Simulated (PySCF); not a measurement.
Input file:

```
{"job": {"kind": "uv", "xc": "B3LYP", "basis": "def2-SVPD", "nstates": 8, "ntriplets": 3}, "charge": 0, "multiplicity": 1}
Cl    -1.751010    -1.506354     1.871784
Ga    -1.980564    -0.357817     0.147886
C     -0.619048     1.160889    -0.293623
C      0.631974     0.488981    -0.011177
C      1.632378     0.125909     0.744725
C      1.435433    -0.676687    -0.506210
H     -3.227244    -0.720877    -0.777058
H     -0.763177     2.048399     0.331080
H     -0.718992     1.422292    -1.351490
H      2.248880     0.253675     1.599087
H      1.009082    -1.682840    -0.428768
H      2.103486    -0.556257    -1.352263
```

Run with:

```sh
OMP_NUM_THREADS=1 python probes_run.py task.json out
```

Geometry: GFN2-xTB.

The calculation used PySCF 2.14.0, B3LYP/def2-SVPD, SCF density, gas phase.

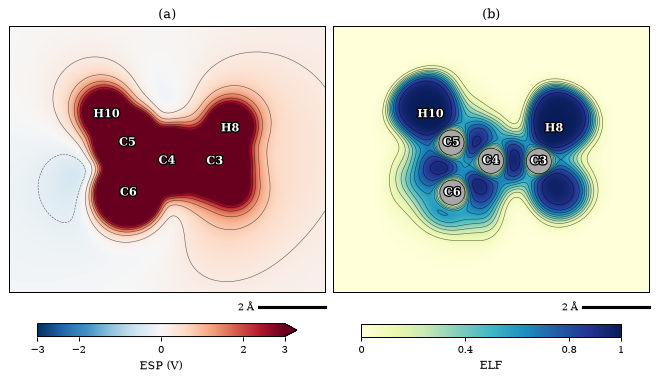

C$_{4}$H$_{6}$ClGa (SMILES [Cl][GaH][CH2]C1=CC1). (a) molecular electrostatic potential; (b) ELF on the plane of atoms C4, C6 and C5. Grey discs cover the atomic cores in the ELF map.

Question: What does the map show?

Answer: Atoms in the plane: C and H. C–C (1.31 Å): the ELF peaks at about 0.85 between the atoms; a multiple bond. C–H (1.06 Å): the ELF climbs to about 1 towards the hydrogen, as it does in any bond to H; an ordinary covalent bond to hydrogen. C–C (1.45 Å): the ELF peaks at about 0.95 between the atoms: a covalent bond. C–C (1.50 Å): the ELF peaks at about 0.85 between the atoms; a shared electron pair. Outside the dense part of the molecule the potential is most negative (−0.5 V) near C6.
